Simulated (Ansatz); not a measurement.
## GaH2ClO2: geometry relaxation (part 2 of 2)

GaH2ClO2; RKS B3LYP-D4/def2-SVP (Ansatz 0.2.0). It belongs to a series of runs on one base structure; here: start relaxed.

Geometry of the input (Å):
```
Ga 0.0000  0.0000  0.0000
Cl 0.0000  0.0000  2.2400
O  1.5501  0.0000  -0.8950
H  1.8500  -0.9519  -1.0499
O  -1.5501  0.0000  -0.8950
H  -2.0598  -0.8467  -0.6865
```

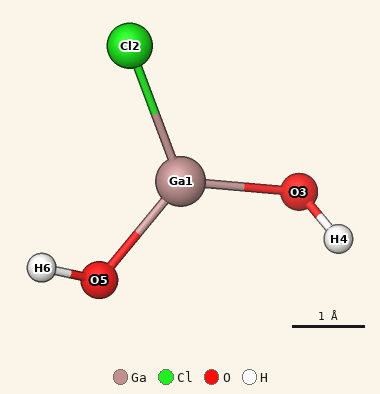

*The geometry at step 6 of the log (ball-and-stick view, seen at a tilt; atoms are numbered from 1 in the order of the input).*

```
888 factors; integrals over basis functions are off by at most 7.0e-4 eV
mean field -69018.09882783 eV, -2536.3683497752 hartree, gradient 2.2e-5 eV, S^2 0.000000; 1 other end points of the search recorded, 0 dependent functions left out
the calculation of the forces begins
reference -69018.09904357 eV, -2536.3683577034 hartree; 33, 33 occupied and 55, 55 virtual orbitals, 888 factors
Total energy: -69018.29640321 eV, -2536.3756105363 hartree
Atom 0 at     0.063327    -0.237704     0.100340 Å, force     0.006151    -0.000789    -0.007667 eV/Å
Atom 1 at    -0.193106     0.150398     2.192422 Å, force    -0.001878     0.000157     0.002267 eV/Å
Atom 2 at     1.710054    -0.315169    -0.555040 Å, force    -0.004068     0.000121     0.000870 eV/Å
Atom 3 at     1.725624    -0.493814    -1.505483 Å, force    -0.001334     0.000254     0.002522 eV/Å
Atom 4 at    -1.329415    -0.480885    -0.980946 Å, force    -0.001650    -0.000213     0.000424 eV/Å
Atom 5 at    -2.186284    -0.421425    -0.537692 Å, force     0.002779     0.000470     0.001585 eV/Å
Dipole moment:    -0.264027    -0.053918    -0.246007 e Å
```

**Trajectory as extended XYZ (Å, eV, eV/Å), 11 frames, from step=1 to step=11**
```
6
Properties=species:S:1:pos:R:3:forces:R:3 step=1 energy=-69017.82566
Ga    0.0000    0.0000    0.0000    0.0380  -0.1018   0.9293
Cl    0.0000    0.0000    2.2400   -0.0075   0.0174  -1.1622
O     1.5501    0.0000   -0.8950    0.4459  -1.6982  -0.1210
H     1.8500   -0.9519   -1.0499   -0.4447   1.7796   0.2382
O    -1.5501    0.0000   -0.8950   -0.7630  -1.6660   0.4256
H    -2.0598   -0.8467   -0.6865    0.7313   1.6692  -0.3099
6
Properties=species:S:1:pos:R:3:forces:R:3 step=2 energy=-69017.96814
Ga   -0.0002   -0.0781   -0.0236    0.1559   0.1438   0.1294
Cl   -0.0151   -0.0192    2.1463   -0.0681  -0.0513  -0.2707
O     1.5848    0.0095   -0.8539    0.0057  -0.6821  -0.0113
H     1.9213   -0.8935   -1.0393   -0.1180   0.6670   0.0444
O    -1.5277   -0.0674   -0.9552   -1.1768  -1.6997   0.9018
H    -2.1729   -0.7500   -0.5606    1.2014   1.6223  -0.7937
6
Properties=species:S:1:pos:R:3:forces:R:3 step=3 energy=-69017.96206 accepted=F
Ga    0.0053   -0.0922   -0.0491    0.1222  -0.0022  -0.1229
Cl   -0.0502   -0.0587    2.1093   -0.1047  -0.0060  -0.1011
O     1.6042    0.0267   -0.8433   -0.0307  -0.4302  -0.0121
H     1.9683   -0.8580   -1.0378   -0.0934   0.4472   0.0165
O    -1.4918   -0.1970   -1.0295   -1.9913  -1.3843   1.9997
H    -2.2455   -0.6194   -0.4360    2.0978   1.3755  -1.7801
6
Properties=species:S:1:pos:R:3:forces:R:3 step=4 energy=-69018.05765
Ga    0.0256   -0.0958   -0.0309    0.0244   0.0597   0.0407
Cl   -0.1092   -0.0232    2.1226    0.0588  -0.0354  -0.0712
O     1.6056    0.0022   -0.8583   -0.0333  -0.3079   0.0558
H     1.9610   -0.8745   -1.0887   -0.0849   0.3373   0.0189
O    -1.5100   -0.1179   -0.9391   -0.5655  -0.8425   0.3695
H    -2.1829   -0.6895   -0.4920    0.6005   0.7887  -0.4137
6
Properties=species:S:1:pos:R:3:forces:R:3 step=5 energy=-69018.11163
Ga    0.0283   -0.1098   -0.0289   -0.0449  -0.0233   0.0231
Cl   -0.1294   -0.0266    2.1192    0.0264  -0.0027  -0.0313
O     1.6140    0.0029   -0.8272    0.0778  -0.1621   0.0134
H     1.9677   -0.8494   -1.1284   -0.0942   0.2204   0.0010
O    -1.4814   -0.2050   -0.9721   -0.4702  -0.5100   0.3948
H    -2.2089   -0.6108   -0.4490    0.5052   0.4777  -0.4011
6
Properties=species:S:1:pos:R:3:forces:R:3 step=6 energy=-69018.17309
Ga    0.0426   -0.1445    0.0047   -0.0644   0.0262   0.0277
Cl   -0.1711    0.0097    2.1405    0.0182   0.0205  -0.0210
O     1.6486   -0.0173   -0.7425    0.1735  -0.3617  -0.0767
H     1.9063   -0.8030   -1.2570   -0.1366   0.3690   0.0760
O    -1.4279   -0.3113   -0.9859   -0.2252  -0.2083   0.2083
H    -2.2083   -0.5322   -0.4462    0.2345   0.1543  -0.2143
6
Properties=species:S:1:pos:R:3:forces:R:3 step=7 energy=-69018.24525
Ga    0.0425   -0.2022    0.0497    0.0280   0.0473   0.0503
Cl   -0.1596    0.0682    2.1693   -0.0463   0.0413   0.0035
O     1.6810   -0.1001   -0.6248    0.0914  -0.3780  -0.2297
H     1.8269   -0.6804   -1.3930   -0.0945   0.3254   0.1819
O    -1.3813   -0.4691   -0.9832    0.0221   0.0018  -0.0082
H    -2.2193   -0.4150   -0.5043   -0.0006  -0.0379   0.0023
6
Properties=species:S:1:pos:R:3:forces:R:3 step=8 energy=-69018.29313
Ga    0.0569   -0.2300    0.0901    0.0915  -0.0160  -0.0804
Cl   -0.1971    0.1408    2.1846    0.0071   0.0141   0.0257
O     1.7070   -0.2845   -0.5638   -0.0099  -0.0147   0.0640
H     1.7691   -0.5215   -1.4993   -0.0923   0.0262   0.0215
O    -1.3460   -0.4772   -0.9750   -0.0413  -0.0084  -0.0246
H    -2.1997   -0.4263   -0.5231    0.0448  -0.0012  -0.0062
6
Properties=species:S:1:pos:R:3:forces:R:3 step=9 energy=-69018.29386
Ga    0.0586   -0.2307    0.0940    0.0897  -0.0256  -0.1018
Cl   -0.1980    0.1416    2.1873    0.0078   0.0164   0.0288
O     1.7076   -0.2879   -0.5643   -0.0313   0.0013   0.1195
H     1.7595   -0.5171   -1.5013   -0.0766   0.0108  -0.0304
O    -1.3418   -0.4844   -0.9743    0.0396  -0.0011  -0.0459
H    -2.1956   -0.4200   -0.5278   -0.0292  -0.0019   0.0298
6
Properties=species:S:1:pos:R:3:forces:R:3 step=10 energy=-69018.29615
Ga    0.0638   -0.2369    0.0986   -0.0155  -0.0005   0.0025
Cl   -0.1967    0.1491    2.1911    0.0039   0.0006  -0.0030
O     1.7096   -0.3121   -0.5565    0.0252  -0.0037  -0.0083
H     1.7303   -0.4969   -1.5058   -0.0115   0.0047   0.0123
O    -1.3307   -0.4808   -0.9801   -0.0074  -0.0003  -0.0009
H    -2.1861   -0.4212   -0.5337    0.0055  -0.0007  -0.0026
6
Properties=species:S:1:pos:R:3:forces:R:3 step=11 energy=-69018.29619
Ga    0.0633   -0.2377    0.1003    0.0062  -0.0008  -0.0077
Cl   -0.1931    0.1504    2.1924   -0.0019   0.0002   0.0023
O     1.7101   -0.3152   -0.5550   -0.0041   0.0001   0.0009
H     1.7256   -0.4938   -1.5055   -0.0013   0.0003   0.0025
O    -1.3294   -0.4809   -0.9809   -0.0016  -0.0002   0.0004
H    -2.1863   -0.4214   -0.5377    0.0028   0.0005   0.0016
```

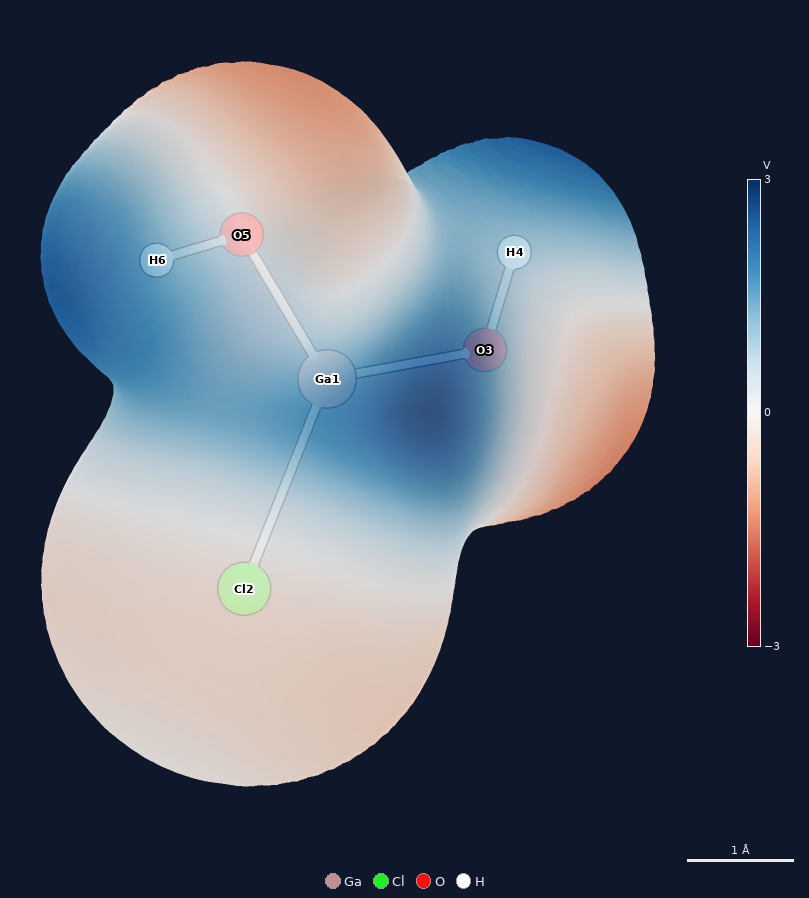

*The electrostatic potential painted on the density surface at 0.002 e/bohr³, seen at a tilt; red is negative and blue positive.*

A positive charge is drawn to the negative regions and a negative charge to the positive ones.

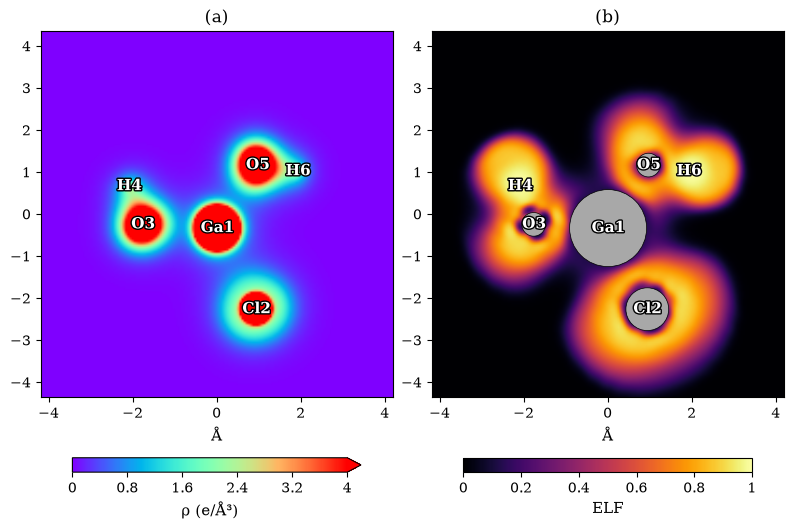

*(a) electron density; (b) ELF on the molecular plane. Grey discs, where drawn, cover atomic cores.*

The section cuts through Ga, Cl, O and H sites. O–H (0.97 Å): ρ at the midpoint is about 3.6 e/Å³, with its minimum of 2.3 e/Å³ about 0.8 Å from O; the ELF climbs to about 1 towards the hydrogen, as it does in any bond to H; a covalent bond by its length.

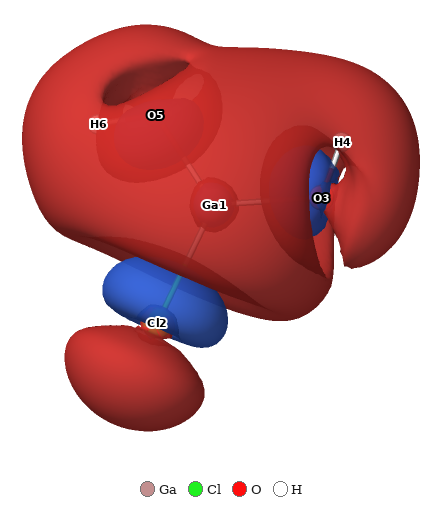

*The LUMO at ±0.05 Å⁻³ᐟ² (red and blue are the two phases), seen face on.*

Its weight (Hirshfeld) is mainly on Ga1 (50 %), Cl2 (15 %), O3 (15 %) and O5 (10 %); it is symmetric in the molecular plane (σ or in-plane lone-pair type). Its energy is −1.40 eV.
